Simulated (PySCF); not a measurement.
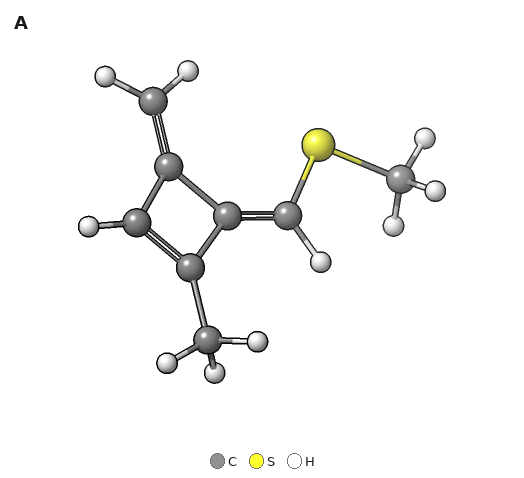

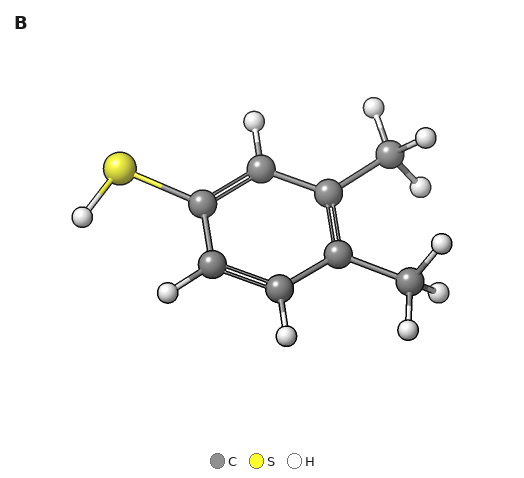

2 stationary structures of one formula. Geometries: PBE0-D3(BJ)/def2-SVP. Electronic energies: PBE0-D3(BJ)/def2-SVP (PySCF 2.14.0), without zero-point energy. No frequency run is at hand to confirm each as a minimum. Each is one conformer, not always the lowest.

Which is lowest in energy, and by how much?

B is lowest; A lies 2.914 eV above it. A is `C=C1C=C(C)/C1=C/SC`, B is `Cc1ccc(S)cc1C`.
